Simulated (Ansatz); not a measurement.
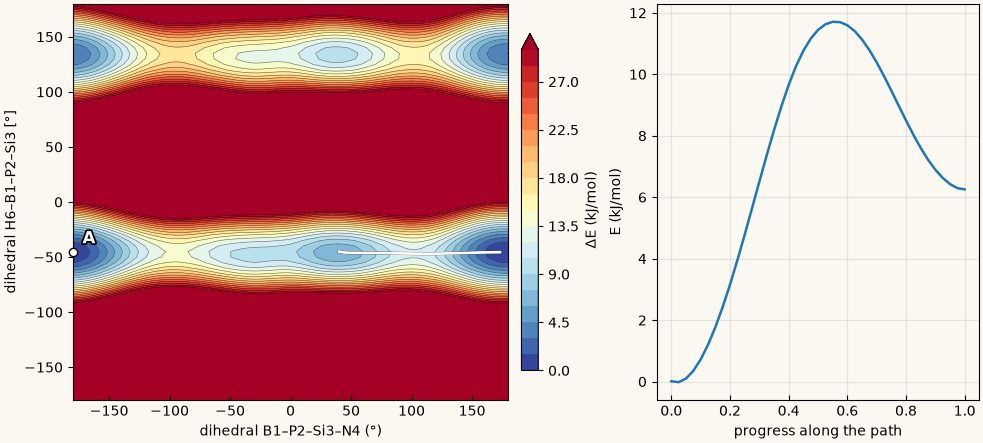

BFH6NPSi, SMILES BP[SiH](N)F. First axis: dihedral B1–P2–Si3–N4. Second axis: dihedral H6–B1–P2–Si3. Nothing is relaxed (all other coordinates rigid). The grid has 12 × 12 points. Energies: kJ/mol, counted from the relaxed molecule at the same level. Computed with Ansatz 0.2.0, RHF/def2-SVP.

The picture shows filled contours, a line along the lowest path, one colour for all values above the top of the scale, the energy along the path at the right, the start A. Between grid points the surface is interpolated.

Describe the path and its barrier.

The easiest path leads from the well at about dihedral B1–P2–Si3–N4 = −180°, dihedral H6–B1–P2–Si3 = −45° to the well at about dihedral B1–P2–Si3–N4 = 40°, dihedral H6–B1–P2–Si3 = −45°, about 6.2 kJ/mol higher. Its highest point lies about 12 kJ/mol above the bottom of the first well on the interpolated surface, at about dihedral B1–P2–Si3–N4 = 105°, dihedral H6–B1–P2–Si3 = −45°. Seen from the upper well the barrier is about 5.5 kJ/mol. The start is the relaxed structure and all else is held, so a fully relaxed path at this level can only be lower.
